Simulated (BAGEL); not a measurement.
# SiSCl3 (SMILES [S][Si](Cl)(Cl)Cl): UHF/cc-pVDZ (density fitting with qzvpp-jkfit)

Aim: the vertical doublet–quartet gap of SiSCl3 at UHF/cc-pVDZ (density fitting with qzvpp-jkfit), from 2 runs. 

Program for the calculation: BAGEL 1.2.2.

## 1. Starting point

SiSCl3: 5 atoms, total charge 0, spin state doublet. As SMILES, `[S][Si](Cl)(Cl)Cl`. Geometry: relaxed at PBE0-D4/def2-TZVP.

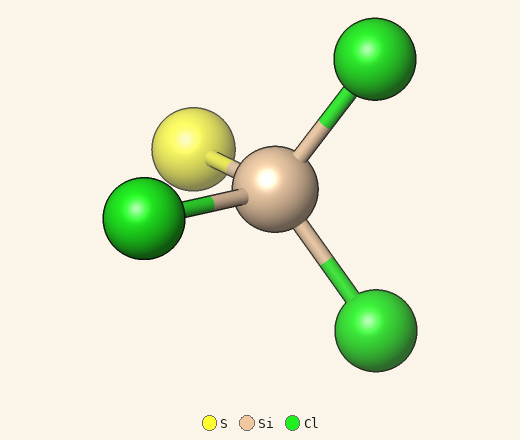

The structure, seen from a chosen angle (sulfur yellow, silicon light orange, chlorine green).

## 2. The energy at UHF/cc-pVDZ (density fitting with qzvpp-jkfit)

Contents of input.json:

```json
{ "bagel": [

{
  "title": "molecule",
  "basis": "cc-pvdz.json",
  "df_basis": "qzvpp-jkfit",
  "angstrom": true,
  "geometry": [
    { "atom": "S", "xyz": [   -0.957700,   -0.126000,    1.840700 ] },
    { "atom": "Si", "xyz": [   -0.006600,    0.003700,   -0.023700 ] },
    { "atom": "Cl", "xyz": [    1.606400,   -1.219400,    0.152100 ] },
    { "atom": "Cl", "xyz": [   -1.189600,   -0.622700,   -1.548800 ] },
    { "atom": "Cl", "xyz": [    0.597500,    1.890800,   -0.461700 ] }
  ]
},
{ "title": "uhf", "nopen": 1 },
{ "title": "print", "file": "orbitals.molden", "orbitals": true }

]}
```

The basis set cc-pVDZ is read from a file made from the Basis Set Exchange's data (not shown).

Started as:

```console
$ BAGEL_NUM_THREADS=1 BAGEL input.json > input.out
```

The log of the run:

```text
* using 1 threads per process

  ===============================================================
  ===============================================================

  *** Geometry ***

  { "atom" : "S", "xyz" : [     -1.809791,     -0.238105,      3.478419 ] },
  { "atom" : "Si", "xyz" : [     -0.012472,      0.006992,     -0.044787 ] },
  { "atom" : "Cl", "xyz" : [      3.035656,     -2.304332,      0.287427 ] },
  { "atom" : "Cl", "xyz" : [     -2.248018,     -1.176732,     -2.926808 ] },
  { "atom" : "Cl", "xyz" : [      1.129111,      3.573094,     -0.872487 ] },

  Number of auxiliary basis functions:      640

  Since a DF basis is specified, we compute 2- and 3-index integrals:
    o Being stored without compression. Storage requirement is 0.041 GB

  Number of basis functions:       90
  Number of electrons      :       81

    * METHOD: MOLECULE                             0.32

  *** Open-shell HF ***

  === Nuclear Repulsion ===
   509.3562291418

      * DIIS with orbital gradients will be used.

  === UHF iteration (cc-pvdz.json) ===
      0      -2065.06366049          0.00969270           0.27
      1      -2065.12635068          0.00437828           0.27
      2      -2065.13438981          0.00212389           0.27
      3      -2065.13581424          0.00060809           0.26
      4      -2065.13606593          0.00016991           0.28
      5      -2065.13608983          0.00004776           0.30
      6      -2065.13609459          0.00002233           0.32
      7      -2065.13609559          0.00001595           0.32
      8      -2065.13609622          0.00000892           0.30
      9      -2065.13609643          0.00000248           0.27
     10      -2065.13609646          0.00000116           0.27
     11      -2065.13609647          0.00000066           0.27
     12      -2065.13609647          0.00000022           0.27
     13      -2065.13609647          0.00000006           0.27
     14      -2065.13609647          0.00000003           0.27
     15      -2065.13609647          0.00000002           0.26
     16      -2065.13609647          0.00000002           0.27
     17      -2065.13609647          0.00000001           0.27
     18      -2065.13609647          0.00000001           0.27
     19      -2065.13609647          0.00000001           0.27
     20      -2065.13609647          0.00000001           0.27
     21      -2065.13609647          0.00000001           0.27
     22      -2065.13609647          0.00000001           0.26
    * SCF iteration converged.

    * S^2 (UHF) is 0.7584

    * Permanent dipole moment:
           (    0.132753,    -0.025659,    -0.158729) a.u.

    * METHOD: UHF                                  6.60

    * METHOD: PRINT                                0.01

  ===============================================================
```

It took 7.2 s on 1 thread of Intel Xeon 6975P-C (Granite Rapids), shared host; peak memory 0.19 GiB.

## 3. The quartet

Contents of hf.json:

```json
{ "bagel" : [

{
  "title" : "molecule",
  "basis" : "cc-pvdz.json",
  "df_basis" : "qzvpp-jkfit",
  "angstrom" : true,
  "geometry" : [
    { "atom" : "S", "xyz" : [      -0.957700,      -0.126000,       1.840700 ] },
    { "atom" : "Si", "xyz" : [      -0.006600,       0.003700,      -0.023700 ] },
    { "atom" : "Cl", "xyz" : [       1.606400,      -1.219400,       0.152100 ] },
    { "atom" : "Cl", "xyz" : [      -1.189600,      -0.622700,      -1.548800 ] },
    { "atom" : "Cl", "xyz" : [       0.597500,       1.890800,      -0.461700 ] }
  ]
},

{
  "title" : "uhf",
  "nopen" : 3
},

{
  "title" : "print",
  "file" : "orbitals.molden",
  "orbitals" : true
}

]}
```

The basis set cc-pVDZ is read from a file made from the Basis Set Exchange's data (not shown).

Started as:

```console
$ BAGEL_NUM_THREADS=1 BAGEL hf.json > hf.out
```

The log of the run:

```text
* using 1 threads per process

  ===============================================================
  ===============================================================

  *** Geometry ***

  { "atom" : "S", "xyz" : [     -1.809791,     -0.238105,      3.478419 ] },
  { "atom" : "Si", "xyz" : [     -0.012472,      0.006992,     -0.044787 ] },
  { "atom" : "Cl", "xyz" : [      3.035656,     -2.304332,      0.287427 ] },
  { "atom" : "Cl", "xyz" : [     -2.248018,     -1.176732,     -2.926808 ] },
  { "atom" : "Cl", "xyz" : [      1.129111,      3.573094,     -0.872487 ] },

  Number of auxiliary basis functions:      640

  Since a DF basis is specified, we compute 2- and 3-index integrals:
    o Being stored without compression. Storage requirement is 0.041 GB

  Number of basis functions:       90
  Number of electrons      :       81

    * METHOD: MOLECULE                             0.32

  *** Open-shell HF ***

  === Nuclear Repulsion ===
   509.3562291418

      * DIIS with orbital gradients will be used.

  === UHF iteration (cc-pvdz.json) ===
      0      -2064.72747223          0.01419621           0.28
      1      -2064.85273107          0.00942356           0.28
      2      -2064.88856772          0.00360877           0.30
      3      -2064.89905587          0.00139755           0.28
      4      -2064.90425174          0.00097099           0.27
      5      -2064.90670769          0.00062945           0.27
      6      -2064.90874799          0.00026080           0.28
      7      -2064.90923162          0.00017793           0.27
      8      -2064.90945660          0.00014323           0.27
      9      -2064.90962240          0.00011105           0.27
     10      -2064.90975947          0.00008201           0.27
     11      -2064.90980118          0.00004075           0.27
     12      -2064.90981070          0.00002034           0.26
     13      -2064.90981281          0.00001322           0.28
     14      -2064.90981307          0.00000956           0.27
     15      -2064.90981354          0.00000537           0.27
     16      -2064.90981369          0.00000277           0.27
     17      -2064.90981374          0.00000121           0.28
     18      -2064.90981375          0.00000041           0.28
     19      -2064.90981375          0.00000017           0.27
     20      -2064.90981375          0.00000009           0.27
     21      -2064.90981375          0.00000005           0.29
     22      -2064.90981375          0.00000003           0.29
     23      -2064.90981375          0.00000001           0.28
     24      -2064.90981375          0.00000001           0.28
    * SCF iteration converged.

    * S^2 (UHF) is 3.7637

    * Permanent dipole moment:
           (    0.554763,     0.260551,    -1.516176) a.u.

    * METHOD: UHF                                  7.14

    * METHOD: PRINT                                0.01

  ===============================================================
```

Run time: 7.8 s. Hardware: 1 thread of Intel Xeon 6975P-C (Granite Rapids), shared host; peak memory 0.19 GiB.

## 4. Results

At UHF/cc-pVDZ (density fitting with qzvpp-jkfit):

| quantity | value |
| --- | --- |
| doublet: total energy | -2065.13610 Eh |
| doublet: dipole moment | 0.53 D |
| doublet: ⟨S²⟩ | 0.758 |
| quartet: total energy | -2064.90981 Eh |
| quartet: dipole moment | 4.16 D |
| quartet: ⟨S²⟩ | 3.764 |
| vertical energy of the quartet above the doublet | 6.157 eV |

At this shape the quartet lies 6.16 eV (142 kcal/mol) above the doublet.
